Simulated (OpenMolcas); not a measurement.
# BH (SMILES [BH]): a chain of runs

We compute a single-point energy (HF/6-31G**), then the energy (CASSCF(2,2)/6-31G**), then the energy (CASPT2(2,2)/6-31G**), then the energy (SC-NEVPT2(2,2)/6-31G**), then the energy (MRCI(2,2)/6-31G**) of BH. 

The results are computed with OpenMolcas 26.06.

### 1 The molecule

BH has 2 atoms, charge 0, and is taken as a singlet. SMILES: `[BH]`. The B1–H2 distance was set to 2.465 Å, away from the relaxed value.

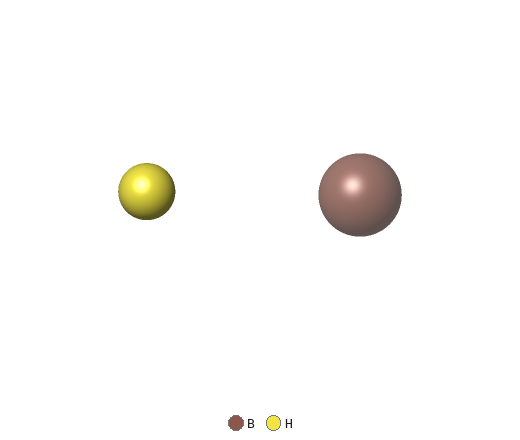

The structure, seen from a chosen angle (boron brown, hydrogen yellow).

### 2 A single-point energy at HF/6-31G(d,p) (spherical functions) (run 1)

The input, step1.inp:

```
* BH Hartree-Fock

&GATEWAY
  BasLib=$CurrDir
  Coord
  2
  angstrom
  B        0.000000       0.000000      -1.232400
  H        0.000000       0.000000       1.232400
  Basis=6-31Gss
  Group=NoSym

&SEWARD

&SCF
  PrOrbitals=1 1
```

The basis set 6-31G** is read from a file made from the Basis Set Exchange's data (not shown).

Started as:

```console
$ export MOLCAS_MEM=1860
$ pymolcas step1.inp > step1.log
```

Standard output:

```text
--- Start Module: gateway ---
[...]
--- Stop Module: gateway /rc=_RC_ALL_IS_WELL_ ---
--- Start Module: seward ---
[...]
      Basis functions           19
--- Stop Module: seward /rc=_RC_ALL_IS_WELL_ ---
--- Start Module: scf ---
[...]
       Convergence after   9 Iterations
[...]
::    Total SCF energy                                -24.9831595064
[...]
      Total spin, S                                     0.0000000000
[...]
      Total electronic charge=    6.000000
      Total            charge=   -0.000000
[...]
      Dipole Moment (debye):
      Origin of the operator (angstrom)=    0.0000    0.0000   -1.0257
                   X= -1.3792E-15               Y=  3.5574E-16               Z= -2.8250E+00           Total=  2.8250E+00
      Quadrupole Moment (debye*angstrom):
[...]
--- Stop Module: scf /rc=_RC_ALL_IS_WELL_ ---
[...]
```

Wall time 1.6 s (1 thread of Arm Neoverse V1, shared host); peak memory 0.37 GiB.

### 3 The energy at CASSCF(2,2)/6-31G(d,p) (spherical functions) (run 2)

The input, step2.inp:

```
&GATEWAY
 BASLIB=$CurrDir
 COORD
 2
 angstrom
 B        0.000000       0.000000      -1.232400
 H        0.000000       0.000000       1.232400
 BASIS=6-31Gss
 GROUP=NoSym

&SEWARD

&RASSCF
 FILEORB=$CurrDir/step1.ScfOrb
 SPIN=1
 NACTEL=2 0 0
 INACTIVE=2
 RAS2=2
 ORBLISTING=Nothing
```

The basis set 6-31G** is read from a file made from the Basis Set Exchange's data (not shown).

Started as:

```console
$ export MOLCAS_MEM=1860
$ pymolcas step2.inp > step2.log
```

Standard output:

```text
--- Start Module: gateway ---
[...]
--- Stop Module: gateway /rc=_RC_ALL_IS_WELL_ ---
--- Start Module: seward ---
[...]
      Basis functions           19
--- Stop Module: seward /rc=_RC_ALL_IS_WELL_ ---
--- Start Module: rasscf ---
[...]
      Number of active orbitals                  2
[...]
      Spin quantum number                      0.0
[...]
      Active orbitals                            2
[...]
      Number of CSFs                             3
[...]
      Number of root(s) required                 1
[...]
      Convergence after 14 iterations
[...]
      printout of CI-coefficients larger than  0.05 for root  1
      energy=     -25.004502
      conf/sym  11     Coeff  Weight
             1  20   0.97959 0.95960
             3  02  -0.20099 0.04040
      Natural orbitals and occupation numbers for root  1
      sym 1:   1.919203   0.080797
      ************************************************************************************************************************
      *                                                    Final results                                                     *
[...]
::    RASSCF root number  1 Total energy:    -25.00450168
[...]
      Total electronic charge=    6.000000
      Total            charge=   -0.000000
[...]
      Dipole Moment (debye):
      Origin of the operator (angstrom)=    0.0000    0.0000   -1.0257
                   X=  1.4122E-14               Y= -1.0448E-13               Z= -3.0421E+00           Total=  3.0421E+00
      Quadrupole Moment (debye*angstrom):
[...]
--- Stop Module: rasscf /rc=_RC_ALL_IS_WELL_ ---
[...]
```

It took 1.8 s on 1 thread of Arm Neoverse V1, shared host; peak memory 0.37 GiB.

### 4 A single-point energy at CASPT2(2,2)/6-31G(d,p) (spherical functions) (run 3)

The input, step3.input:

```
&gateway
 baslib
 $CurrDir
 coord
 2
 angstrom
 B        0.000000       0.000000      -1.232400
 H        0.000000       0.000000       1.232400
 basis
 6-31Gss
 group
 NoSym

&seward

&rasscf
 fileorb
 $CurrDir/step2.RasOrb
 spin
 1
 nactel
 2 0 0
 inactive
 2
 ras2
 2
 orblisting
 Nothing

&caspt2
 imaginary
 0.1
 frozen
 1
```

The basis set 6-31G** is read from a file made from the Basis Set Exchange's data (not shown).

Started as:

```console
$ export MOLCAS_MEM=1860
$ pymolcas step3.input > step3.log
```

Standard output:

```text
--- Start Module: gateway ---
[...]
--- Stop Module: gateway /rc=_RC_ALL_IS_WELL_ ---
[...]
      Basis functions           19
[...]
--- Start Module: rasscf ---
[...]
      Number of active orbitals                  2
[...]
      Spin quantum number                      0.0
[...]
      Active orbitals                            2
[...]
      Number of CSFs                             3
[...]
      Number of root(s) required                 1
[...]
      Convergence after  4 iterations
[...]
      printout of CI-coefficients larger than  0.05 for root  1
      energy=     -25.004502
      conf/sym  11     Coeff  Weight
             1  20   0.97959 0.95960
             3  02  -0.20099 0.04040
      Natural orbitals and occupation numbers for root  1
      sym 1:   1.919203   0.080797
      ************************************************************************************************************************
      *                                                    Final results                                                     *
[...]
::    RASSCF root number  1 Total energy:    -25.00450168
[...]
      Total electronic charge=    6.000000
      Total            charge=   -0.000000
[...]
      Dipole Moment (debye):
      Origin of the operator (angstrom)=    0.0000    0.0000   -1.0257
                   X= -1.0590E-14               Y=  1.4277E-14               Z= -3.0421E+00           Total=  3.0421E+00
      Quadrupole Moment (debye*angstrom):
[...]
--- Stop Module: rasscf /rc=_RC_ALL_IS_WELL_ ---
--- Start Module: caspt2 ---
[...]
 ###    WARNING: User changed nr of frozen orbitals.                         ###
 ###############################################################################
[...]
      E2 (Variational):          -0.0566517934
      Total energy:             -25.0611534767
[...]
      Reference weight:           0.95499
[...]
::    CASPT2 Root  1     Total energy:    -25.06115348
[...]
--- Stop Module: caspt2 /rc=_RC_ALL_IS_WELL_ ---
[...]
```

Wall time 1.6 s (1 thread of Arm Neoverse V1, shared host); peak memory 0.37 GiB.

### 5 The energy at SC-NEVPT2(2,2)/6-31G(d,p) (spherical functions) (run 4)

The input, step4.input:

```
* BH NEVPT2

&GATEWAY
 BASLIB
 $CurrDir
 COORD
 2
 angstrom
 B        0.000000       0.000000      -1.232400
 H        0.000000       0.000000       1.232400
 BASIS
 6-31Gss
 GROUP
 NoSym

&SEWARD

&RASSCF
 FILEORB
 $CurrDir/step2.RasOrb
 SPIN
 1
 NACTEL
 2 0 0
 INACTIVE
 2
 RAS2
 2
 ORBLISTING
 Nothing

&CASPT2
 SC-NEVPT2
 FROZEN
 1
```

The basis set 6-31G** is read from a file made from the Basis Set Exchange's data (not shown).

Started as:

```console
$ export MOLCAS_MEM=1860
$ pymolcas step4.input > step4.log
```

Standard output:

```text
--- Start Module: gateway ---
[...]
--- Stop Module: gateway /rc=_RC_ALL_IS_WELL_ ---
[...]
      Basis functions           19
[...]
--- Start Module: rasscf ---
[...]
      Number of active orbitals                  2
[...]
      Spin quantum number                      0.0
[...]
      Active orbitals                            2
[...]
      Number of CSFs                             3
[...]
      Number of root(s) required                 1
[...]
      Convergence after  4 iterations
[...]
      printout of CI-coefficients larger than  0.05 for root  1
      energy=     -25.004502
      conf/sym  11     Coeff  Weight
             1  20   0.97959 0.95960
             3  02  -0.20099 0.04040
      Natural orbitals and occupation numbers for root  1
      sym 1:   1.919203   0.080797
      ************************************************************************************************************************
      *                                                    Final results                                                     *
[...]
::    RASSCF root number  1 Total energy:    -25.00450168
[...]
      Total electronic charge=    6.000000
      Total            charge=   -0.000000
[...]
      Dipole Moment (debye):
      Origin of the operator (angstrom)=    0.0000    0.0000   -1.0257
                   X= -1.0590E-14               Y=  1.4277E-14               Z= -3.0421E+00           Total=  3.0421E+00
      Quadrupole Moment (debye*angstrom):
[...]
--- Stop Module: rasscf /rc=_RC_ALL_IS_WELL_ ---
--- Start Module: caspt2 ---
[...]
 ###    WARNING: User changed nr of frozen orbitals.                         ###
 ###############################################################################
[...]
      E2 (Variational):          -0.0518994227
[...]
      E2 (Variational):          -0.0518946331
      Total energy:             -25.0563963163
[...]
      Reference weight:           0.96162
[...]
::    SC-NEVPT2 Root  1     Total energy:    -25.05639632
[...]
--- Stop Module: caspt2 /rc=_RC_ALL_IS_WELL_ ---
[...]
```

Run time: 1.6 s. Hardware: 1 thread of Arm Neoverse V1, shared host; peak memory 0.37 GiB.

### 6 The energy at MRCI(2,2)/6-31G(d,p) (spherical functions) (run 5)

The input, step5.inp:

```
&GATEWAY
BasLib=$CurrDir
Coord
2
angstrom
B        0.000000       0.000000      -1.232400
H        0.000000       0.000000       1.232400
Basis=6-31Gss
Group=NoSym
&SEWARD
&RASSCF
FileOrb=$CurrDir/step2.RasOrb
Spin=1
Nactel=2 0 0
Inactive=2
Ras2=2
OrbListing=Nothing
&MOTRA
LumOrb
Frozen=1
&GUGA
Electrons=4
Spin=1
Inactive=1
Active=2
CIAll=1
&MRCI
SDCI
```

The basis set 6-31G** is read from a file made from the Basis Set Exchange's data (not shown).

Started as:

```console
$ export MOLCAS_MEM=1860
$ pymolcas step5.inp > step5.log
```

Standard output:

```text
--- Start Module: gateway ---
[...]
--- Stop Module: gateway /rc=_RC_ALL_IS_WELL_ ---
[...]
      Basis functions           19
[...]
      Number of active orbitals                  2
[...]
      Spin quantum number                      0.0
[...]
      Active orbitals                            2
[...]
      Number of CSFs                             3
[...]
      Number of root(s) required                 1
[...]
      Convergence after  4 iterations
[...]
      printout of CI-coefficients larger than  0.05 for root  1
      energy=     -25.004502
      conf/sym  11     Coeff  Weight
             1  20   0.97959 0.95960
             3  02  -0.20099 0.04040
      Natural orbitals and occupation numbers for root  1
      sym 1:   1.919203   0.080797
      ************************************************************************************************************************
      *                                                    Final results                                                     *
[...]
::    RASSCF root number  1 Total energy:    -25.00450168
[...]
      Dipole Moment (debye):
      Origin of the operator (angstrom)=    0.0000    0.0000   -1.0257
                   X= -1.0590E-14               Y=  1.4277E-14               Z= -3.0421E+00           Total=  3.0421E+00
      Quadrupole Moment (debye*angstrom):
[...]
      *** WARNING: Default frozen orbitals is overwritten by user input.
      *** Default values:   1
[...]
--- Start Module: guga ---
[...]
--- Stop Module: guga /rc=_RC_ALL_IS_WELL_ ---
--- Start Module: mrci ---
[...]
       (But an ACPF correction will be computed)
       USE THE DEFAULT ACPF G-VALUE GFAC=  0.50000000000000000
[...]
                      CI ENERGY:   -25.09784771
[...]
                ACPF CORRECTION:    -0.00897598
[...]
      Total electronic charge=    6.000000
      Total            charge=    0.000000
[...]
     ACPF CORRECTION:     -0.00897598
[...]
  CI State   1     Total energy:    -25.09784771     QDav:     -0.01986185     QACPF:     -0.00897598
[...]
--- Stop Module: mrci /rc=_RC_ALL_IS_WELL_ ---
[...]
```

Wall time 1.7 s (1 thread of Arm Neoverse V1, shared host); peak memory 0.37 GiB.

### 7 Summary of results

| quantity | value |
| --- | --- |
| run 1, HF/6-31G**: total energy | -24.98316 Eh |
| run 1, HF/6-31G**: dipole moment | 2.83 D |
| run 1, HF/6-31G**: HOMO energy | -7.91 eV |
| run 1, HF/6-31G**: LUMO energy | 0.88 eV |
| run 1, HF/6-31G**: HOMO–LUMO gap | 8.80 eV |
| run 2, CASSCF(2,2)/6-31G** | no result (a known fault or a wrong state: its values are left out) |
| run 3, CASPT2(2,2)/6-31G** | no result (a known fault or a wrong state: its values are left out) |
| run 4, SC-NEVPT2(2,2)/6-31G** | no result (a known fault or a wrong state: its values are left out) |
| run 5, MRCI(2,2)/6-31G** | no result (a known fault or a wrong state: its values are left out) |

**Reading.** One bond (run 1, HF/6-31G**) is far stretched, which a spin-restricted single reference describes badly; a broken-symmetry solution may lie lower. 4 of the 5 runs ended normally but are set aside, since settings or state are in doubt.
